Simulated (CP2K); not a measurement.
Consider succinimide at its PBE geometry (Å).

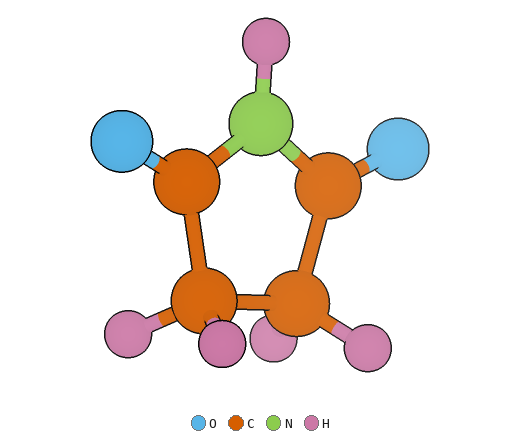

The molecule (oxygen blue, carbon orange, nitrogen green, hydrogen pink).

```xyz
12

O     2.4043    0.4323    0.6959
C     1.2405    0.2675    0.3737
C     0.5653   -0.9973   -0.1508
C    -0.9023   -0.6095   -0.3905
C    -1.0047    0.8626    0.0061
O    -1.9794    1.5940   -0.0210
N     0.2625    1.2591    0.4283
H     0.6949   -1.7929    0.5939
H     1.0900   -1.3244   -1.0577
H    -1.6140   -1.1840    0.2159
H    -1.2203   -0.7138   -1.4358
H     0.4632    2.2064    0.7420
```

Method: CP2K XAS_TDP, all-electron GAPW, PBEh(45%), aug-cc-pVDZ, TDA, no relativity.

Predict the bright core excitations at the O K edge.

Leading lines: O1 527.29 eV. The leading line of an atom is its first one with 35 % of the strongest within 2.5 eV of its lowest line over the strength cut. 

The first six lines of each atom with a strength over 0.0015:

```
                     atom  energy (eV)  states  strength, one atom
O1 (bonded to C), 2 alike       527.29       1              0.0388
                                531.98       1              0.0022
                                533.48       1              0.0018
                                534.08       1              0.0057
                                534.47       1              0.0018
                                534.63       1              0.0031
```

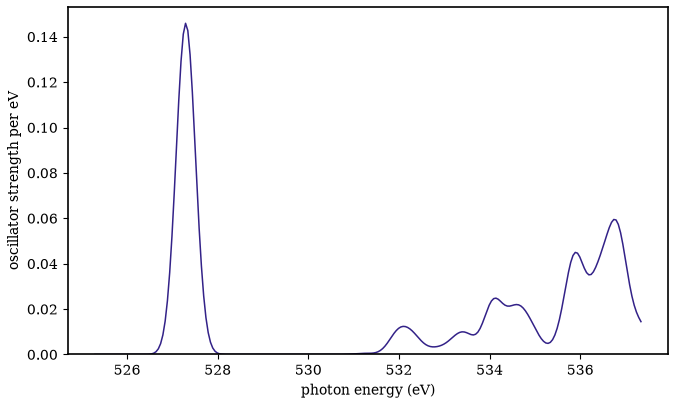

All atoms added, broadened by 0.5 eV.

Lines are vertical, at one geometry, with no vibrational structure. Without a correction of the core level, line positions, and the gaps between valence and Rydberg lines, follow the share of exact exchange. At this level such K lines come out 3 to 6 eV under measured ones. These values hold no scalar relativity, about 0.4 eV for O 1s. Rydberg lines, and the discretised continuum above threshold, depend on the basis and the box.

[Banner, clock and machine lines of the logs are left out without a mark of their own.]

[Logs are printed without paths, hosts, clocks, repeated set-up lines and the standing remarks that a program may print on its own settings, such as how far it seeks lower states.]

[Hosts, paths, dates, database ids (printed as entryN), source tags and the programs' standing remarks are cut or masked in the printed files.]
